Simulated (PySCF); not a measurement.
# C₄H₇FO₂Si: electronic excitations

Aim: predict the electronic excitations of C₄H₇FO₂Si (`CC1=C(O[SiH2]O)[C@H]1F`).

The runs use PySCF 2.14.0, with density-fitted response routines of our own; the level of theory stands in each step. All values are computed, except where a source is named. Atoms are numbered from 0 throughout.

## 1. Starting geometry

15 atoms, charge 0, multiplicity 1; geometry from: GFN2-xTB.

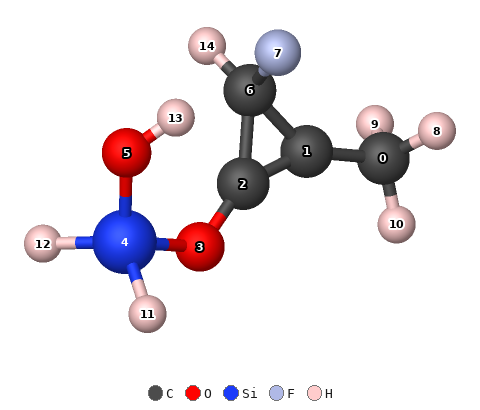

As it starts; carbon dark grey, oxygen red, silicon blue, fluorine light blue, hydrogen pink, atoms numbered; sticks join atoms by distance.

## 2. TDDFT and polarisability: CAM-B3LYP/def2-SVPD

What the job is given:

```
{"job": {"kind": "uv", "xc": "CAM-B3LYP", "basis": "def2-SVPD", "nstates": 8, "ntriplets": 3}, "charge": 0, "multiplicity": 1}
C     -1.819701     0.016333    -2.197838
C     -0.984442     0.156356    -0.996389
C     -0.231896    -0.322689    -0.036503
O      0.396957    -1.292529     0.576945
Si     1.565046    -1.140137     1.750492
O      2.176925     0.352658     1.791911
C     -0.393942     1.144620    -0.052852
F      0.713213     1.908897    -0.479158
H     -1.369569     0.561536    -3.027322
H     -2.811003     0.432585    -2.017809
H     -1.914064    -1.032722    -2.468034
H      2.512600    -2.148877     1.306203
H      0.935660    -1.326629     3.047200
H      2.151299     0.955070     1.048690
H     -0.931496     1.743517     0.672897
```

Level: TDDFT CAM-B3LYP/def2-SVPD, vertical, gas phase, core orbitals frozen in the response.

Launch:

```console
OMP_NUM_THREADS=1 python probes_run.py task.json out
```

The driver reads the jobs from task.json and runs them one after another.

Predict these results of the whole session: lowest singlet (CAM-B3LYP/def2-SVPD); brightest single state of those computed; lowest triplet.

The runs gave:

| quantity | value |
| --- | --- |
| lowest singlet (CAM-B3LYP/def2-SVPD) | 6.59 eV (188 nm), f = 0.016 |
| brightest single state of those computed | state 2, 7.06 eV, f = 0.121 |
| lowest triplet | 5.01 eV |

In words: The first singlet state (HOMO→LUMO 0.86) lies at 6.59 eV and is weak; of the 8 states computed, the strongest absorption comes from state 2 at 7.06 eV. The lowest triplet lies 1.58 eV below the lowest singlet (triplets in Tamm-Dancoff, singlets in full TDDFT).
